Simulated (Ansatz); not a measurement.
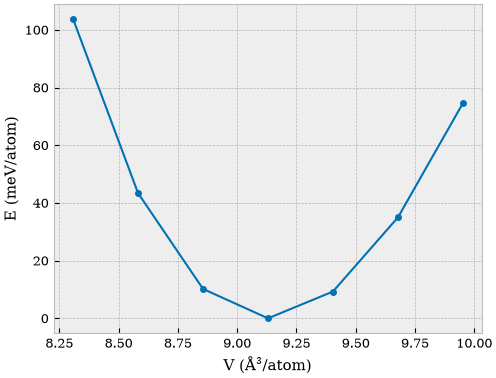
Figure: RuC (CsCl type, Pm-3m) under volume change, the program Ansatz at the PBEsol level (PAW), scaled uniformly.

Problem. What does a third-order Birch–Murnaghan fit give for V₀, B₀ and B′?

Solution. V₀ = 9.13 Å³/atom, B₀ = 378 GPa, B′ = 4.6.

A made-up cell: these elements were put on the sites of a structure type; neither database checked (COD, Materials Project) lists it. Its standing as an ambient phase is unchecked. The cell was relaxed with PBEsol under the symmetry of its start. At this level the phase is dynamically unstable (imaginary phonons). No spin polarisation was allowed.

Potentials: the earlier of the program's two PAW sets. The files were generated under PBE; for other functionals the program regenerates the frozen cores, and for LDA and PBEsol the local potential too.
